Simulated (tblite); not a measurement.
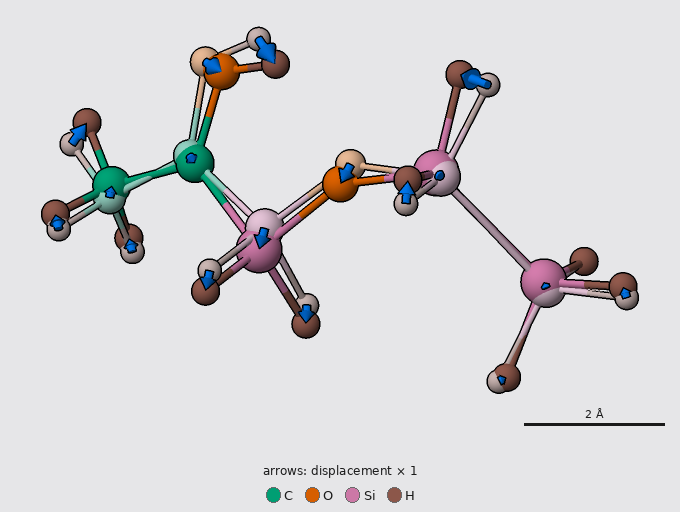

This is a relaxation of C2H11O2Si3 (multiplicity 2). The starting structure is drawn faded, the final one solid; blue arrows show the displacements, at their true length. The two geometries are superimposed by the best rigid fit.

Style: ball-and-stick. Shown at a tilt.

Method: GFN2-xTB geometry optimisation, gas phase in tblite. 

Atoms of which element are displaced furthest, and by how much?

Answer. Hydrogen: up to 0.66 Å, against 0.34 Å for oxygen.

What did the optimiser do to the structure, and how much energy did it gain?

Answer. The atom that moves furthest after the best rigid fit is an H atom (0.66 Å). By element the largest moves are H 0.66 Å, O 0.34 Å, Si 0.32 Å, C 0.18 Å. Among the contacts that change: H–Si 1.505 → 1.469 Å, O–Si 1.659 → 1.627 Å, Si–Si 2.320 → 2.299 Å, C–Si 1.832 → 1.846 Å. Among the angles between lasting bonds that change: Si–O–Si 139.1° → 150.4°, C–Si–O 110.2° → 101.0°, O–Si–H 108.7° → 101.0°. The energy falls by 24.0 kJ/mol in 70 geometry steps. The run took 0.54 s on 1 thread of Arm Neoverse V2 (shared host).
